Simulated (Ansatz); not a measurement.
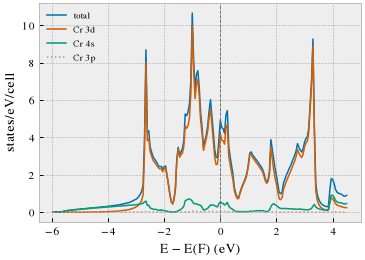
Total and projected density of states of Cr (diamond, Fd-3m), PBE (plane waves, PAW; program Ansatz)

**Question.** Which orbitals carry the states next to the Fermi level?

**Answer.** Within 0.5 eV of the Fermi level: Cr 3d 88 %, Cr 4s 8 %. Projections are on Löwdin-orthogonalised atomic valence shells; empty p or d shells of many metals are not among them.

**Question.** Where is the tallest occupied peak in this window, and what makes it?

**Answer.** Near -1.0 eV, about 11 states/eV per cell; the largest projected share is Cr 3d.

The start of the workflow was typed in or built on a structure type; neither database checked (COD, Materials Project) lists it. It is not the phase usual at ambient conditions (space group No. 229). The PBE relaxation kept the symmetry of its start; whether a distortion lowers the energy is not shown. The workflow began spin-polarised and lost its moments.

Potentials: the later of the program's two PAW sets.
